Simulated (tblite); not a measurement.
**C$_{6}$H$_{16}$OSSi: geometry relaxation (part 1 of 2)**

The run: geometry relaxation of C$_{6}$H$_{16}$OSSi. Method and program: GFN2-xTB geometry optimisation, gas phase (tblite 0.8.0).

It belongs to a series of runs on one base structure; here: constitutional isomer.

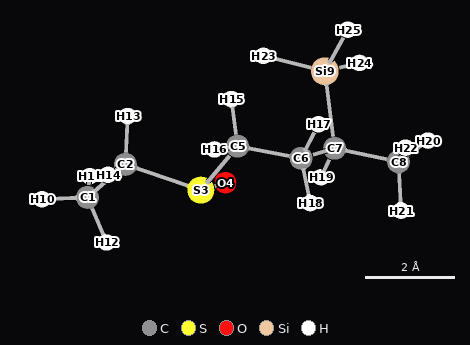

*The input geometry (ball-and-stick view, seen at a tilt; atoms are numbered from 1 in the order of the input).*

Summary

```tsv
quantity	value
outcome	converged
total energy	−817.0972 eV
hardware	1 CPU thread, shared host
wall time	1.3 s
peak memory	0.18 GiB
```

Input
```
{"job": {"kind": "relax", "xc": "GFN2-xTB", "basis": "xTB"}, "charge": 0, "multiplicity": 1}
C      4.007700     0.072000     0.722300
C      2.744900     0.865200     0.416100
S      1.464700    -0.169400    -0.339800
O      1.149100    -1.319600     0.606600
C      0.084600     0.926300    -0.603600
C     -1.128700     0.348200    -1.242500
C     -1.668900    -0.758000    -0.382100
C     -2.903700    -1.250100    -1.140700
Si    -2.107000    -0.078300     1.279100
H      4.874100     0.749000     0.641000
H      3.942700    -0.396500     1.721300
H      4.077200    -0.782400    -0.001300
H      2.278900     1.303200     1.337300
H      3.013800     1.625000    -0.347900
H     -0.187500     1.382900     0.378200
H      0.401700     1.817100    -1.215300
H     -1.934000     1.137600    -1.246300
H     -0.962900    -0.016300    -2.282900
H     -0.968200    -1.609100    -0.225500
H     -3.567200    -1.778500    -0.445500
H     -2.491300    -1.894400    -1.949700
H     -3.373100    -0.371300    -1.651500
H     -0.949800     0.448400     2.030500
H     -2.657800    -1.200000     2.093600
H     -3.150400     0.973100     1.170000
```

The first line tells a small driver script what to run in tblite; the rest is the geometry in Å.

Run as:
```bash
OMP_NUM_THREADS=1 python <driver script> task.json out
```

Log
```
step      E/eV     max force
  0    -815.97983    4.111
  1    -816.45578    1.870
  2    -816.61141    0.726
  3    -816.70530    0.635
  4    -816.76292    0.716
  5    -816.81322    0.609
  6    -816.84869    0.453
  7    -816.87797    0.421
  8    -816.90129    0.403
  9    -816.91853    0.347
 10    -816.92905    0.174
 11    -816.93654    0.220
 12    -816.94348    0.180
 13    -816.94993    0.186
 14    -816.95551    0.159
 15    -816.96029    0.141
 16    -816.96494    0.143
 17    -816.97002    0.157
 18    -816.97516    0.134
 19    -816.97970    0.128
 20    -816.98413    0.144
 21    -816.98968    0.154
 22    -816.99695    0.197
 23    -817.00496    0.216
 24    -817.01177    0.171
 25    -817.01656    0.139
 26    -817.02051    0.141
 27    -817.02505    0.151
 28    -817.02945    0.142
 29    -817.03288    0.131
 30    -817.03575    0.121
 31    -817.03880    0.119
 32    -817.04242    0.146
 33    -817.04678    0.150
 34    -817.05146    0.129
 35    -817.05608    0.147
 36    -817.05968    0.170
 37    -817.06385    0.140
 38    -817.06723    0.109
 39    -817.07008    0.120
 40    -817.07225    0.121
 41    -817.07449    0.117
 42    -817.07608    0.092
 43    -817.07727    0.065
 44    -817.07826    0.076
 45    -817.07921    0.073
 46    -817.08007    0.075
 47    -817.08084    0.055
 48    -817.08151    0.068
 49    -817.08211    0.063
 50    -817.08268    0.060
 51    -817.08318    0.046
 52    -817.08350    0.033
 53    -817.08376    0.034
 54    -817.08401    0.038
 55    -817.08424    0.029
 56    -817.08446    0.029
 57    -817.08465    0.027
 58    -817.08485    0.033
 59    -817.08507    0.031
 60    -817.08530    0.036
 61    -817.08552    0.031
 62    -817.08571    0.038
 63    -817.08591    0.039
 64    -817.08615    0.038
 65    -817.08638    0.037
 66    -817.08660    0.030
 67    -817.08680    0.031
 68    -817.08701    0.029
 69    -817.08725    0.032
 70    -817.08748    0.032
 71    -817.08772    0.035
 72    -817.08800    0.039
 73    -817.08832    0.038
 74    -817.08866    0.037
 75    -817.08894    0.036
 76    -817.08918    0.031
 77    -817.08942    0.031
 78    -817.08969    0.030
 79    -817.08994    0.034
 80    -817.09017    0.033
 81    -817.09042    0.033
 82    -817.09070    0.033
 83    -817.09104    0.034
 84    -817.09136    0.037
 85    -817.09164    0.034
 86    -817.09189    0.033
 87    -817.09215    0.030
 88    -817.09239    0.027
 89    -817.09260    0.026
 90    -817.09279    0.030
 91    -817.09301    0.034
 92    -817.09325    0.040
 93    -817.09350    0.027
 94    -817.09372    0.027
 95    -817.09392    0.027
 96    -817.09409    0.026
 97    -817.09428    0.030
 98    -817.09445    0.023
 99    -817.09460    0.026
100    -817.09473    0.022
101    -817.09485    0.025
102    -817.09498    0.027
103    -817.09511    0.019
104    -817.09521    0.019
105    -817.09529    0.018
106    -817.09537    0.019
107    -817.09548    0.026
108    -817.09565    0.031
109    -817.09582    0.031
110    -817.09598    0.032
111    -817.09613    0.026
112    -817.09629    0.028
113    -817.09645    0.040
114    -817.09660    0.036
115    -817.09672    0.022
116    -817.09682    0.025
117    -817.09690    0.027
118    -817.09697    0.033
119    -817.09702    0.022
120    -817.09706    0.011
121    -817.09708    0.011
122    -817.09711    0.017
123    -817.09715    0.017
124    -817.09717    0.009
```

Trajectory as extended XYZ (Å, eV, eV/Å), 9 of the 125 frames kept, from step=0 to step=124
```
25
Properties=species:S:1:pos:R:3:forces:R:3 step=0 energy=-815.97983
C     4.0077    0.0720    0.7223   -0.2190  -0.8340  -0.0820
C     2.7449    0.8652    0.4161   -0.1340   1.2650   0.8730
S     1.4647   -0.1694   -0.3398    0.8540  -3.9190  -0.9020
O     1.1491   -1.3196    0.6066    0.1150   2.1990  -0.8310
C     0.0846    0.9263   -0.6036   -0.1350   3.2190   0.7110
C    -1.1287    0.3482   -1.2425   -0.3380   0.0090  -0.3490
C    -1.6689   -0.7580   -0.3821   -0.3560  -0.8380  -0.5030
C    -2.9037   -1.2501   -1.1407    0.4710  -0.1620  -0.5390
Si   -2.1070   -0.0783    1.2791   -0.7290  -0.1330   1.9540
H     4.8741    0.7490    0.6410   -0.2990  -0.6130   0.1570
H     3.9427   -0.3965    1.7213    0.1790   0.3840  -0.4810
H     4.0772   -0.7824   -0.0013    0.1760   0.8790   0.4820
H     2.2789    1.3032    1.3373    0.6450   0.0110  -0.7370
H     3.0138    1.6250   -0.3479   -0.5470  -0.2320   0.5500
H    -0.1875    1.3829    0.3782    0.1020  -0.3050  -0.5740
H     0.4017    1.8171   -1.2153    0.3820  -0.9040   0.3260
H    -1.9340    1.1376   -1.2463    0.8160  -0.4460  -0.3930
H    -0.9629   -0.0163   -2.2829    0.1320   0.3910   0.5740
H    -0.9682   -1.6091   -0.2255   -0.2670   0.6220  -0.4010
H    -3.5672   -1.7785   -0.4455   -0.0360   0.0880  -0.7490
H    -2.4913   -1.8944   -1.9497   -0.8420   0.0730   0.4890
H    -3.3731   -0.3713   -1.6515   -0.1010  -0.9340   0.6900
H    -0.9498    0.4484    2.0305   -0.2950  -0.0590   0.0210
H    -2.6578   -1.2000    2.0936    0.1270   0.3750  -0.2470
H    -3.1504    0.9731    1.1700    0.2990  -0.1370  -0.0380
25
Properties=species:S:1:pos:R:3:forces:R:3 step=16 energy=-816.96494
C     3.9849    0.0823    0.7067    0.0240  -0.0640   0.0180
C     2.7363    0.8802    0.3655    0.1260   0.0270   0.0380
S     1.5125   -0.2679   -0.4290    0.0700  -0.0910  -0.0310
O     1.0973   -1.1898    0.6299    0.0300  -0.0040   0.0520
C     0.1794    1.0016   -0.6002   -0.1160   0.0430  -0.0720
C    -1.0736    0.3972   -1.2156   -0.0790  -0.0380  -0.0440
C    -1.7211   -0.7177   -0.3891   -0.0190  -0.0360   0.0410
C    -2.9276   -1.2854   -1.1450   -0.0070   0.0200   0.0050
Si   -2.1838   -0.1422    1.3707   -0.0420   0.0510   0.0600
H     4.8797    0.7039    0.7097   -0.0970   0.0110   0.0640
H     3.8737   -0.3842    1.6809    0.0300  -0.0310   0.0220
H     4.1256   -0.7139   -0.0211    0.0540   0.0130  -0.0700
H     2.2798    1.2991    1.2587   -0.0250   0.0560  -0.0030
H     2.9561    1.6706   -0.3470   -0.0550   0.0030  -0.0900
H    -0.0094    1.4276    0.3802   -0.0690  -0.0210   0.0430
H     0.5733    1.7740   -1.2566    0.1010   0.0300  -0.0620
H    -1.8075    1.1952   -1.3686   -0.0060   0.0460   0.0260
H    -0.8228    0.0052   -2.2064    0.0510  -0.0230  -0.0330
H    -0.9973   -1.5277   -0.2896    0.0510  -0.0180   0.0360
H    -3.5650   -1.8731   -0.4863    0.0600  -0.0230  -0.0280
H    -2.6060   -1.9284   -1.9650    0.0110   0.0420   0.0080
H    -3.5339   -0.4875   -1.5710   -0.0150   0.0440   0.0710
H    -1.0568    0.3882    2.1344    0.0540  -0.0120   0.0180
H    -2.7569   -1.2377    2.1468   -0.0590  -0.0550  -0.0720
H    -3.1479    0.9545    1.2283   -0.0710   0.0300   0.0030
25
Properties=species:S:1:pos:R:3:forces:R:3 step=31 energy=-817.03880
C     4.0052    0.0955    0.7020   -0.0060   0.0130  -0.0150
C     2.7645    0.8716    0.3022    0.0370   0.0270   0.0180
S     1.5180   -0.3302   -0.3776   -0.0770   0.0370  -0.0230
O     1.1170   -1.1703    0.7530    0.0340   0.0610   0.0340
C     0.2056    0.9707   -0.6208   -0.0320   0.0390  -0.0180
C    -1.0626    0.3914   -1.2330    0.0610   0.0490   0.0090
C    -1.7237   -0.6784   -0.3584    0.0150   0.0280  -0.0970
C    -2.9204   -1.2606   -1.1074   -0.0290  -0.0180   0.0000
Si   -2.2654   -0.1273    1.3863    0.0090  -0.0230  -0.0110
H     4.8383    0.7638    0.9139   -0.0450   0.0020   0.0550
H     3.7949   -0.5009    1.5875    0.0310  -0.0290  -0.0700
H     4.2989   -0.5707   -0.1076    0.0260  -0.0080   0.0350
H     2.3180    1.3775    1.1568    0.0160   0.0030  -0.0140
H     2.9783    1.5915   -0.4863   -0.0080  -0.0440  -0.0170
H    -0.0016    1.4375    0.3426    0.0220  -0.0730  -0.0600
H     0.6629    1.6994   -1.2926   -0.0640  -0.0270   0.0180
H    -1.7644    1.2129   -1.4274    0.0060  -0.0680   0.0980
H    -0.8215   -0.0485   -2.2103    0.0440   0.0190   0.0950
H    -0.9848   -1.4719   -0.2110   -0.0880  -0.0450  -0.0630
H    -3.4385   -1.9952   -0.4975    0.0080  -0.0790   0.0000
H    -2.6108   -1.7464   -2.0333   -0.0080   0.0500   0.0030
H    -3.6340   -0.4741   -1.3502    0.0170  -0.0020  -0.0460
H    -1.1378    0.2958    2.2079    0.0280   0.0200   0.0500
H    -2.9239   -1.2896    1.9828   -0.0060   0.0270   0.0670
H    -3.2233    0.9810    1.3000    0.0080   0.0420  -0.0490
25
Properties=species:S:1:pos:R:3:forces:R:3 step=46 energy=-817.08007
C     4.0273    0.0994    0.6914   -0.0250   0.0100   0.0040
C     2.7998    0.8661    0.2379    0.0020   0.0040  -0.0140
S     1.4958   -0.3431   -0.3257    0.0510   0.0370   0.0410
O     1.1217   -1.0773    0.8854   -0.0060  -0.0060   0.0060
C     0.1968    0.9627   -0.5960    0.0240  -0.0120   0.0250
C    -1.0640    0.3679   -1.2018    0.0000   0.0310   0.0070
C    -1.7327   -0.7165   -0.3527   -0.0010   0.0060   0.0080
C    -2.9363   -1.2645   -1.1203    0.0060   0.0010  -0.0030
Si   -2.2696   -0.1305    1.3855   -0.0320   0.0010   0.0300
H     4.7727    0.7752    1.1062    0.0040   0.0150  -0.0040
H     3.7473   -0.6166    1.4603   -0.0320  -0.0200  -0.0030
H     4.4751   -0.4424   -0.1391   -0.0260   0.0060  -0.0050
H     2.3730    1.4424    1.0587    0.0220  -0.0230  -0.0310
H     3.0228    1.5191   -0.6036   -0.0070  -0.0030  -0.0080
H    -0.0015    1.4293    0.3669   -0.0250  -0.0230  -0.0050
H     0.6378    1.6909   -1.2776   -0.0090  -0.0300   0.0220
H    -1.7796    1.1785   -1.3702   -0.0330   0.0280  -0.0040
H    -0.8154   -0.0488   -2.1849    0.0190  -0.0090   0.0220
H    -1.0192   -1.5346   -0.2242    0.0160   0.0050  -0.0270
H    -3.3896   -2.1020   -0.5966    0.0290  -0.0190   0.0250
H    -2.6334   -1.6047   -2.1101   -0.0160  -0.0340  -0.0190
H    -3.6997   -0.4988   -1.2470    0.0090   0.0380  -0.0090
H    -1.1670    0.2738    2.2553    0.0020  -0.0240  -0.0500
H    -3.0095   -1.2276    2.0128    0.0060   0.0250  -0.0010
H    -3.1635    1.0260    1.2110    0.0230  -0.0030  -0.0070
```
